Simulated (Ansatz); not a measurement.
## MoSi2: response to strain

Base system: MoSi2 (space group I4/mmm, No. 139; relaxed with 0.1 eV smearing).

```yaml
crystal:
  lattice:
    - [-1.60839, 1.60839, 3.93729]
    - [1.60839, -1.60839, 3.93729]
    - [1.60839, 1.60839, -3.93729]
  atoms:
    - { symbol: Si, position: [0.66492, 0.66492, 0.00000] }
    - { symbol: Si, position: [0.33508, 0.33508, 0.00000] }
    - { symbol: Mo, position: [0.00000, 0.00000, 0.00000] }
```

Cartesian axes are those of the cell as printed.

Strains are applied to the cell and any free atomic positions relax; under biaxial strain the out-of-plane vector relaxes too.

Level of theory: DFT with PBE, PAW potentials and a 420 eV plane-wave cutoff in Ansatz (a quantum-chemistry and plane-wave program), without spin-orbit coupling.

Notes on the quantities. energy relative to the base: free energy F.

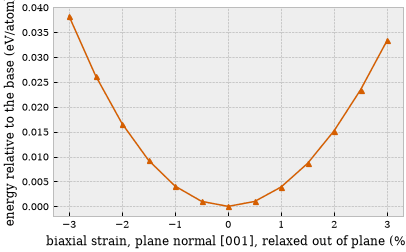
Energy relative to the base against biaxial strain, plane normal [001], relaxed out of plane

Task: From the plot, what is the energy relative to the base for biaxial strain −2.00 %, plane normal [001], relaxed out of plane?

Result: About 0.017 eV/atom.

Task: Is the trend monotonic over the range shown?

Result: No, it turns within the range, spanning 0 meV/atom to +38 meV/atom.

Stability against distortions was not tested. All final runs are without spin polarisation.
